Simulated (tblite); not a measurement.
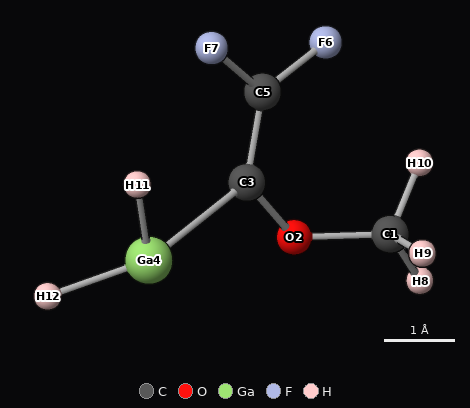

**Figure 1.** The starting structure (ball-and-stick view, seen at a tilt; atoms are numbered from 1 in the order of the input). Sticks mark near contacts. Bond lengths as drawn: C–C 1.32 Å, C–F 1.36 to 1.37 Å, C–Ga 2.13 Å, C–H 1.11 to 1.14 Å, C–O 1.38 to 1.39 Å and Ga–H 1.38 to 1.54 Å.

## Geometry relaxation of C$_{3}$H$_{5}$F$_{2}$GaO (part 1 of 3)

C$_{3}$H$_{5}$F$_{2}$GaO, computed with GFN2-xTB geometry optimisation, gas phase (tblite 0.8.0).

It belongs to a series of runs on one base structure; here: H on C replaced by F.

### The input
```
{"job": {"kind": "relax", "xc": "GFN2-xTB", "basis": "xTB"}, "charge": 0, "multiplicity": 1}
C     -1.915800    -0.548600    -0.154300
O     -0.771500    -0.795000     0.570800
C      0.342500     0.026800     0.430200
Ga     2.142500    -1.061800     0.066900
C      0.275500     1.346200     0.496600
F     -0.869900     2.042800     0.708300
F      1.454300     2.014700     0.312000
H     -2.738800    -1.269500     0.052300
H     -1.703200    -0.565800    -1.241900
H     -2.398300     0.457200     0.065900
H      2.801800     0.115500    -0.232500
H      3.382100    -1.763300     0.664300
```

The first line tells a small driver script what to run in tblite; the rest is the geometry in Å.

Machine: 1 CPU thread, shared host.

Command:
```bash
OMP_NUM_THREADS=1 python <driver script> task.json out
```

### Log
```
step      E/eV     max force
  0    -641.41832    4.229
  1    -641.84856    2.254
  2    -642.17893    1.554
  3    -642.41306    1.819
  4    -642.53075    1.852
  5    -642.66046    1.588
  6    -642.85990    1.004
  7    -642.97302    0.769
  8    -643.03271    0.704
  9    -643.08419    0.642
 10    -643.11650    0.565
 11    -643.14335    0.386
 12    -643.16701    0.493
 13    -643.18864    0.554
 14    -643.21388    0.500
 15    -643.23726    0.349
 16    -643.24902    0.235
 17    -643.25423    0.177
 18    -643.25952    0.185
 19    -643.26471    0.195
 20    -643.27105    0.260
 21    -643.27623    0.231
 22    -643.28039    0.209
 23    -643.28479    0.259
 24    -643.29040    0.328
 25    -643.29720    0.333
 26    -643.30444    0.240
 27    -643.31081    0.209
 28    -643.31560    0.205
 29    -643.31946    0.187
 30    -643.32284    0.162
 31    -643.32555    0.116
 32    -643.32762    0.126
 33    -643.32923    0.107
 34    -643.33077    0.120
 35    -643.33251    0.116
 36    -643.33461    0.160
 37    -643.33746    0.250
 38    -643.34126    0.312
 39    -643.34707    0.267
 40    -643.35475    0.225
 41    -643.36087    0.260
 42    -643.36542    0.288
 43    -643.37217    0.229
 44    -643.37917    0.247
 45    -643.38531    0.135
 46    -643.38714    0.141
 47    -643.38953    0.127
 48    -643.39136    0.137
 49    -643.39345    0.124
 50    -643.39503    0.092
 51    -643.39609    0.094
 52    -643.39755    0.109
 53    -643.39909    0.129
 54    -643.40028    0.089
 55    -643.40101    0.080
 56    -643.40157    0.076
 57    -643.40229    0.084
 58    -643.40319    0.079
 59    -643.40414    0.044
 60    -643.40437    0.045
 61    -643.40467    0.044
 62    -643.40499    0.044
 63    -643.40540    0.040
 64    -643.40572    0.053
 65    -643.40600    0.057
 66    -643.40637    0.054
 67    -643.40699    0.066
 68    -643.40778    0.064
 69    -643.40837    0.046
 70    -643.40865    0.064
 71    -643.40878    0.043
 72    -643.40901    0.038
 73    -643.40945    0.056
 74    -643.40996    0.074
 75    -643.41037    0.069
 76    -643.41068    0.043
 77    -643.41096    0.043
 78    -643.41167    0.049
 79    -643.41261    0.067
 80    -643.41369    0.077
 81    -643.41460    0.069
 82    -643.41537    0.058
 83    -643.41602    0.057
 84    -643.41680    0.063
 85    -643.41774    0.052
 86    -643.41838    0.096
 87    -643.41943    0.114
 88    -643.42084    0.161
 89    -643.42205    0.239
 90    -643.42505    0.291
 91    -643.42862    0.102
 92    -643.43115    0.247
 93    -643.43735    0.137
 94    -643.44285    0.204
 95    -643.44810    0.195
 96    -643.45132    0.115
 97    -643.45356    0.120
 98    -643.45590    0.094
 99    -643.45706    0.082
100    -643.45813    0.096
101    -643.45875    0.090
102    -643.45932    0.066
103    -643.46023    0.055
104    -643.46083    0.064
105    -643.46185    0.066
106    -643.46283    0.091
107    -643.46433    0.123
108    -643.46630    0.128
109    -643.46864    0.161
110    -643.47129    0.081
111    -643.47234    0.080
112    -643.47289    0.066
113    -643.47327    0.070
114    -643.47360    0.030
115    -643.47374    0.020
116    -643.47381    0.016
117    -643.47387    0.021
118    -643.47396    0.020
119    -643.47407    0.019
120    -643.47416    0.015
121    -643.47422    0.012
122    -643.47425    0.010
123    -643.47428    0.013
124    -643.47431    0.015
125    -643.47435    0.021
126    -643.47439    0.026
127    -643.47446    0.028
128    -643.47456    0.027
129    -643.47466    0.030
130    -643.47473    0.021
131    -643.47475    0.008
```

### Trajectory as extended XYZ (Å, eV, eV/Å), 40 of the 132 frames kept, from step=0 to step=131
```
12
Properties=species:S:1:pos:R:3:forces:R:3 step=0 energy=-641.41832
C    -1.9158   -0.5486   -0.1543   -1.9780   1.4490  -0.8520
O    -0.7715   -0.7950    0.5708    0.7790  -0.6970   0.6880
C     0.3425    0.0268    0.4302   -0.8720  -1.5650   0.0440
Ga    2.1425   -1.0618    0.0669   -1.7600  -0.5480   1.3730
C     0.2755    1.3462    0.4966    0.3100  -0.3120  -0.1980
F    -0.8699    2.0428    0.7083    1.2810   0.2920  -0.2440
F     1.4543    2.0147    0.3120   -1.2520   0.3390   0.3160
H    -2.7388   -1.2695    0.0523    0.9850   0.0320   0.1210
H    -1.7032   -0.5658   -1.2419   -0.0970  -0.0430   0.2570
H    -2.3983    0.4572    0.0659    0.6200  -0.7810  -0.1280
H     2.8018    0.1155   -0.2325    2.1200   3.2240  -1.7300
H     3.3821   -1.7633    0.6643   -0.1350  -1.3920   0.3530
12
Properties=species:S:1:pos:R:3:forces:R:3 step=3 energy=-642.41306
C    -1.9692   -0.5094   -0.1823    0.6980  -0.4340   0.3730
O    -0.7967   -0.8448    0.5848   -0.6970  -0.2050  -0.1730
C     0.2992   -0.0554    0.4393    0.0600   0.5730   0.1610
Ga    2.0749   -1.0063    0.1584    1.1920   1.3600   0.1950
C     0.2899    1.2848    0.4827   -0.3370  -0.9920   0.0390
F    -0.7750    2.0674    0.6869   -0.1060   0.0980  -0.1150
F     1.3665    2.0424    0.3354    0.3050  -0.0330   0.0190
H    -2.6829   -1.2766    0.0630   -0.3050  -0.2930   0.0550
H    -1.7127   -0.5639   -1.2342   -0.0500   0.1000  -0.3390
H    -2.3732    0.4529    0.0689   -0.1080   0.5100   0.1450
H     2.9276    0.2835   -0.3535    0.0960  -0.1890  -0.3890
H     3.3527   -1.8752    0.6892   -0.7460  -0.4940   0.0300
12
Properties=species:S:1:pos:R:3:forces:R:3 step=7 energy=-642.97302
C    -1.9661   -0.5275   -0.1707   -0.5040   0.1960  -0.2390
O    -0.8469   -0.9107    0.5875    0.7570   0.1050  -0.0200
C     0.2682   -0.1141    0.4840    0.3640   0.1250   0.0990
Ga    2.2751   -0.6956    0.2647   -0.2220  -0.1160   0.1690
C     0.2450    1.2149    0.4869   -0.0420   0.2550   0.0880
F    -0.7559    2.0838    0.6430   -0.3840  -0.0850  -0.1340
F     1.3628    1.9779    0.3604    0.2660  -0.7170   0.0820
H    -2.6979   -1.3110    0.0667   -0.0420   0.3890  -0.2020
H    -1.7371   -0.5408   -1.2597   -0.0770  -0.0250   0.4770
H    -2.3528    0.4851    0.0890    0.1410  -0.6830  -0.0310
H     3.0536    0.3837   -0.5246    0.3010   0.0630  -0.1670
H     3.1532   -2.0464    0.7114   -0.5590   0.4920  -0.1220
12
Properties=species:S:1:pos:R:3:forces:R:3 step=10 energy=-643.11650
C    -1.9717   -0.5338   -0.1693    0.4820  -0.1730   0.2390
O    -0.8014   -0.9144    0.5724   -0.1100  -0.2380  -0.2090
C     0.2941   -0.1028    0.5046   -0.1800  -0.0060   0.0220
Ga    2.3122   -0.6299    0.2969   -0.4290  -0.0170  -0.0460
C     0.2273    1.2225    0.4988    0.0590  -0.1210   0.0070
F    -0.7955    2.0761    0.6177    0.2040   0.0000  -0.1860
F     1.4031    1.8965    0.3748    0.0720   0.1610   0.1840
H    -2.7193   -1.2885    0.0497   -0.0220  -0.0780   0.0580
H    -1.7475   -0.5379   -1.2343    0.0640  -0.0410  -0.2000
H    -2.3449    0.4459    0.0982   -0.0880   0.2050   0.2260
H     3.1010    0.3868   -0.5720    0.2510  -0.0180  -0.0810
H     3.0439   -2.0211    0.7013   -0.3040   0.3260  -0.0140
12
Properties=species:S:1:pos:R:3:forces:R:3 step=13 energy=-643.18864
C    -1.9448   -0.5466   -0.1545   -0.2840   0.0280  -0.1670
O    -0.7787   -0.9548    0.5431   -0.0250  -0.1030  -0.0040
C     0.2849   -0.1099    0.5213   -0.0280  -0.0910   0.0110
Ga    2.2753   -0.5817    0.3084    0.1340   0.2880  -0.4540
C     0.2276    1.2122    0.5044    0.0210  -0.0160  -0.0580
F    -0.7849    2.0769    0.5739    0.1420   0.1470  -0.1340
F     1.4264    1.8678    0.4140   -0.0750   0.1570   0.2160
H    -2.7224   -1.2825    0.0476    0.1430  -0.1250   0.0830
H    -1.7471   -0.5402   -1.2340    0.0240   0.0500   0.0410
H    -2.3389    0.4336    0.1332    0.2270  -0.0770   0.1320
H     3.1713    0.3971   -0.6159   -0.1570  -0.3300   0.2600
H     2.9324   -1.9726    0.6972   -0.1220   0.0740   0.0740
12
Properties=species:S:1:pos:R:3:forces:R:3 step=17 energy=-643.25423
C    -1.9448   -0.5616   -0.1550    0.0480  -0.0570   0.0490
O    -0.7616   -0.9926    0.5089    0.0500   0.1010  -0.0310
C     0.2762   -0.1205    0.5336    0.0360   0.0840  -0.0750
Ga    2.2533   -0.5180    0.2456   -0.0290  -0.1680   0.0470
C     0.2274    1.2034    0.4987   -0.0630   0.0550  -0.0640
F    -0.7561    2.1023    0.5119   -0.0170   0.0920  -0.0640
F     1.4377    1.8642    0.4873   -0.0380  -0.0700   0.1280
H    -2.7094   -1.3036    0.0584    0.0200  -0.1090  -0.0050
H    -1.7462   -0.5321   -1.2320   -0.1230   0.0890   0.0010
H    -2.2990    0.4127    0.1867    0.0670  -0.0330   0.0260
H     3.2059    0.3511   -0.6110    0.0400   0.1000  -0.0860
H     2.8179   -1.9060    0.7055    0.0080  -0.0850   0.0740
12
Properties=species:S:1:pos:R:3:forces:R:3 step=20 energy=-643.27105
C    -1.9437   -0.5737   -0.1505    0.0800   0.0100   0.0420
O    -0.7471   -0.9882    0.4934    0.0480  -0.2360  -0.0980
C     0.2793   -0.1092    0.5226   -0.1380   0.0530  -0.0510
Ga    2.2486   -0.5252    0.2313    0.0400  -0.0270   0.0440
C     0.2164    1.2125    0.4837    0.0540   0.1070  -0.0080
F    -0.7504    2.1295    0.4809   -0.0510   0.0000  -0.0560
F     1.4330    1.8535    0.5345    0.1420   0.1250   0.0400
H    -2.6974   -1.3304    0.0613    0.0660   0.0140   0.0120
H    -1.7703   -0.5123   -1.2289   -0.0560  -0.0030  -0.0610
H    -2.2738    0.3980    0.2080   -0.1640   0.0490   0.0990
H     3.2176    0.3535   -0.6217   -0.0540   0.0040  -0.0090
H     2.7890   -1.9087    0.7241    0.0330  -0.0960   0.0460
12
Properties=species:S:1:pos:R:3:forces:R:3 step=24 energy=-643.29040
C    -1.9378   -0.5811   -0.1433   -0.0790   0.0180  -0.0510
O    -0.7171   -1.0048    0.4443    0.0370   0.2660  -0.1890
C     0.2725   -0.0839    0.4980    0.2210  -0.0320   0.0270
Ga    2.2446   -0.5505    0.2263   -0.0300   0.0770   0.1220
C     0.2183    1.2409    0.4658    0.0250  -0.0980   0.0330
F    -0.7514    2.1598    0.4373    0.0980  -0.0510  -0.0310
F     1.4446    1.8698    0.5900   -0.1230   0.0030  -0.0540
H    -2.6695   -1.3564    0.0682   -0.0370  -0.0210   0.0340
H    -1.8104   -0.4906   -1.2290   -0.0250   0.0250   0.0360
H    -2.2800    0.3791    0.2515   -0.0190  -0.1280   0.0710
H     3.2049    0.3512   -0.6253   -0.0610  -0.0690   0.0250
H     2.7824   -1.9343    0.7549   -0.0080   0.0100  -0.0220
12
Properties=species:S:1:pos:R:3:forces:R:3 step=27 energy=-643.31081
C    -1.9426   -0.5838   -0.1433    0.0630  -0.0520   0.0190
O    -0.6726   -0.9929    0.3516   -0.0930   0.0660   0.0210
C     0.2950   -0.0597    0.4749   -0.0120  -0.0100  -0.0370
Ga    2.2443   -0.5610    0.2480    0.0410  -0.0690   0.1690
C     0.2307    1.2636    0.4544    0.0340  -0.0410  -0.0060
F    -0.7418    2.1784    0.3821    0.0920  -0.0800   0.0030
F     1.4483    1.8932    0.6385   -0.0820   0.0160  -0.0520
H    -2.6429   -1.3837    0.0814    0.0160  -0.1130   0.0070
H    -1.8619   -0.4630   -1.2258   -0.1430   0.1390  -0.0640
H    -2.3022    0.3369    0.3172    0.0860   0.0200   0.0130
H     3.1759    0.3318   -0.6237    0.0450  -0.0200  -0.0090
H     2.7710   -1.9604    0.7835   -0.0460   0.1440  -0.0640
12
Properties=species:S:1:pos:R:3:forces:R:3 step=30 energy=-643.32284
C    -1.9434   -0.5940   -0.1426   -0.0400   0.0360  -0.0080
O    -0.6483   -0.9868    0.2855   -0.0120  -0.1410   0.0340
C     0.3059   -0.0489    0.4557   -0.0760  -0.0330  -0.0500
Ga    2.2502   -0.5558    0.2776    0.0260   0.0570   0.0120
C     0.2402    1.2720    0.4421    0.0140   0.0090  -0.0250
F    -0.7200    2.1907    0.3287   -0.0840  -0.0150   0.0130
F     1.4424    1.9037    0.6846    0.1000   0.0230  -0.0490
H    -2.6155   -1.4222    0.0906    0.1000   0.0300  -0.0740
H    -1.9225   -0.4207   -1.2252   -0.1200   0.0620   0.0900
H    -2.2926    0.3022    0.3737    0.0320   0.0020  -0.0170
H     3.1774    0.3163   -0.6323    0.0160  -0.0530   0.0730
H     2.7273   -1.9572    0.8004    0.0450   0.0240   0.0020
12
Properties=species:S:1:pos:R:3:forces:R:3 step=34 energy=-643.33077
C    -1.9471   -0.5914   -0.1412    0.0180   0.0000   0.0280
O    -0.6444   -0.9908    0.2630   -0.0060   0.0660  -0.0600
C     0.3074   -0.0496    0.4376    0.0180   0.0030  -0.0100
Ga    2.2575   -0.5499    0.3043   -0.0440   0.0040  -0.0330
C     0.2458    1.2728    0.4337   -0.0380  -0.0220  -0.0330
F    -0.7254    2.1826    0.3203    0.0190  -0.0120   0.0170
F     1.4503    1.9104    0.6751   -0.0660  -0.0830  -0.0560
H    -2.5959   -1.4349    0.0811   -0.0650  -0.0230  -0.0030
H    -1.9686   -0.3893   -1.2156    0.0400   0.0310  -0.0190
H    -2.2907    0.2936    0.3930   -0.0090   0.0110   0.0930
H     3.1756    0.3005   -0.6174    0.0890   0.0270   0.0250
H     2.7367   -1.9545    0.8048    0.0420  -0.0020   0.0510
12
Properties=species:S:1:pos:R:3:forces:R:3 step=37 energy=-643.33746
C    -1.9519   -0.5859   -0.1345   -0.0690   0.0060  -0.0230
O    -0.6398   -0.9873    0.2305   -0.0840  -0.1010  -0.0560
C     0.3095   -0.0512    0.4149   -0.1170  -0.0010  -0.0310
Ga    2.2471   -0.5478    0.3110    0.2070  -0.1370  -0.0260
C     0.2409    1.2693    0.4148    0.0180   0.0070  -0.0110
F    -0.7317    2.1764    0.3164    0.0000   0.0290  -0.0010
F     1.4483    1.8989    0.6547   -0.0170   0.0500  -0.0170
H    -2.5876   -1.4479    0.0676   -0.0380   0.0850   0.0360
H    -2.0032   -0.3520   -1.2033    0.0810   0.0370   0.0240
H    -2.2875    0.2853    0.4324   -0.0170  -0.1050   0.0630
H     3.1963    0.2892   -0.5895    0.0760   0.0570   0.0020
H     2.7608   -1.9478    0.8238   -0.0390   0.0710   0.0390
12
Properties=species:S:1:pos:R:3:forces:R:3 step=40 energy=-643.35475
C    -1.9704   -0.5793   -0.1218   -0.0640   0.0080  -0.0240
O    -0.6403   -0.9962    0.1339   -0.0150  -0.0940   0.0840
C     0.2967   -0.0601    0.3597    0.1220  -0.0770  -0.1500
Ga    2.2590   -0.5456    0.3124    0.0970  -0.0020  -0.0530
C     0.2274    1.2601    0.3673    0.0310  -0.0670   0.0240
F    -0.7344    2.1787    0.2867   -0.0560   0.0210  -0.0130
F     1.4365    1.8736    0.6317    0.1030   0.1840   0.0280
H    -2.5789   -1.4687    0.0476   -0.0970   0.1470  -0.0190
H    -2.0661   -0.2588   -1.1674   -0.0370   0.0460   0.1420
H    -2.2727    0.2361    0.5473   -0.0120  -0.1960  -0.1090
H     3.2758    0.2782   -0.5414   -0.0300   0.0320   0.0300
H     2.7688   -1.9186    0.8827   -0.0430   0.0000   0.0600
12
Properties=species:S:1:pos:R:3:forces:R:3 step=44 energy=-643.37917
C    -1.9982   -0.5683   -0.1063    0.1160  -0.0560   0.0660
O    -0.6560   -1.0152    0.0401    0.0430   0.1050   0.0460
C     0.3060   -0.0923    0.2486   -0.0030   0.0880  -0.1120
Ga    2.3020   -0.5378    0.3174   -0.1190   0.0500  -0.0570
C     0.2192    1.2297    0.3147    0.1210   0.0270   0.0300
F    -0.7528    2.1501    0.2741    0.1200  -0.2160  -0.0120
F     1.4337    1.8647    0.5572   -0.1080  -0.0500  -0.0030
H    -2.6116   -1.4575    0.0045   -0.0940  -0.0660  -0.0910
H    -2.1530   -0.1186   -1.0914    0.0160   0.0100   0.0410
H    -2.2669    0.1470    0.6712    0.0120   0.0730   0.0330
H     3.3810    0.2744   -0.4600   -0.0440   0.0710  -0.0220
H     2.7977   -1.8768    0.9687   -0.0610  -0.0380   0.0810
12
Properties=species:S:1:pos:R:3:forces:R:3 step=47 energy=-643.38953
C    -1.9971   -0.5734   -0.0946   -0.0600   0.0610   0.0250
O    -0.6520   -1.0182    0.0193   -0.0730   0.0000  -0.0420
C     0.3137   -0.0952    0.2021    0.0410  -0.0780   0.0020
Ga    2.2994   -0.5287    0.3001    0.0360  -0.0540   0.0180
C     0.2316    1.2209    0.3045   -0.0320  -0.0180  -0.0410
F    -0.7463    2.1253    0.2588   -0.0860   0.0270   0.0150
F     1.4309    1.8625    0.5535    0.0950   0.0190  -0.0090
H    -2.6327   -1.4558   -0.0176    0.1150  -0.0150  -0.0510
H    -2.1691   -0.0814   -1.0583    0.0600  -0.0140   0.0520
H    -2.2581    0.1185    0.7098    0.0400   0.0140   0.0200
H     3.4077    0.2824   -0.4443   -0.0800   0.0350  -0.0130
H     2.7732   -1.8577    1.0053   -0.0560   0.0230   0.0250
12
Properties=species:S:1:pos:R:3:forces:R:3 step=50 energy=-643.39503
C    -2.0050   -0.5672   -0.0818    0.0600   0.0210  -0.0440
O    -0.6570   -1.0157   -0.0191    0.0290   0.0220   0.0110
C     0.3191   -0.1018    0.1629    0.0340  -0.0150   0.0360
Ga    2.3078   -0.5323    0.3010   -0.0480   0.0180  -0.0040
C     0.2369    1.2144    0.2842   -0.0410  -0.0410  -0.0320
F    -0.7530    2.1092    0.2468    0.0200   0.0190   0.0310
F     1.4364    1.8588    0.5436   -0.0310  -0.0330  -0.0420
H    -2.6235   -1.4639   -0.0423    0.0420   0.0500   0.0270
H    -2.1887   -0.0424   -1.0241    0.0020   0.0450   0.0300
H    -2.2467    0.0956    0.7550    0.0190  -0.0830  -0.0340
H     3.4175    0.2889   -0.4287   -0.0640   0.0050  -0.0120
H     2.7573   -1.8444    1.0412   -0.0220  -0.0090   0.0320
12
Properties=species:S:1:pos:R:3:forces:R:3 step=54 energy=-643.40028
C    -1.9976   -0.5593   -0.0753    0.0090  -0.0430   0.0040
O    -0.6528   -1.0153   -0.0662    0.0090  -0.0650  -0.0200
C     0.3306   -0.1136    0.1212   -0.0830   0.0290   0.0140
Ga    2.3073   -0.5305    0.3016    0.0140  -0.0040   0.0200
C     0.2380    1.1996    0.2538    0.0250   0.0620   0.0200
F    -0.7546    2.0910    0.2374    0.0070   0.0170   0.0150
F     1.4358    1.8461    0.5204   -0.0150   0.0140  -0.0280
H    -2.6080   -1.4596   -0.0676   -0.0460  -0.0090  -0.0250
H    -2.2124    0.0231   -0.9753    0.0430   0.0280   0.0040
H    -2.2264    0.0432    0.8074    0.0540  -0.0060   0.0050
H     3.4173    0.2967   -0.4132   -0.0260  -0.0250  -0.0200
H     2.7240   -1.8221    1.0947    0.0100   0.0030   0.0120
12
Properties=species:S:1:pos:R:3:forces:R:3 step=57 energy=-643.40229
C    -1.9922   -0.5626   -0.0746   -0.0440  -0.0050   0.0030
O    -0.6514   -1.0244   -0.0745    0.0080   0.0250  -0.0020
C     0.3235   -0.1141    0.1158    0.0820  -0.0170  -0.0060
Ga    2.3041   -0.5338    0.2944   -0.0430   0.0100   0.0510
C     0.2354    1.1999    0.2470   -0.0520  -0.0500   0.0110
F    -0.7555    2.0927    0.2420   -0.0190   0.0410   0.0050
F     1.4336    1.8419    0.5081    0.0380   0.0550  -0.0070
H    -2.6139   -1.4542   -0.0766   -0.0440  -0.0350  -0.0510
H    -2.2025    0.0416   -0.9618    0.0290  -0.0060   0.0010
H    -2.2117    0.0274    0.8182    0.0350   0.0110   0.0330
H     3.4146    0.2963   -0.4109   -0.0040  -0.0240  -0.0400
H     2.7171   -1.8114    1.1116    0.0140  -0.0040   0.0010
12
Properties=species:S:1:pos:R:3:forces:R:3 step=60 energy=-643.40437
C    -1.9918   -0.5643   -0.0724    0.0230   0.0170   0.0040
O    -0.6496   -1.0282   -0.0892   -0.0140   0.0160   0.0270
C     0.3263   -0.1180    0.1037   -0.0060   0.0100  -0.0180
Ga    2.3017   -0.5314    0.3065   -0.0030   0.0090   0.0040
C     0.2333    1.1955    0.2424   -0.0090  -0.0010   0.0110
F    -0.7584    2.0885    0.2483    0.0010   0.0050  -0.0080
F     1.4346    1.8451    0.4855   -0.0260  -0.0050   0.0130
H    -2.6223   -1.4518   -0.0971    0.0240   0.0270  -0.0270
H    -2.1964    0.0660   -0.9426   -0.0010  -0.0170  -0.0030
H    -2.1953    0.0087    0.8361   -0.0120  -0.0280   0.0150
H     3.4066    0.2934   -0.4136    0.0080  -0.0340  -0.0270
H     2.7123   -1.8042    1.1311    0.0150   0.0020   0.0090
```
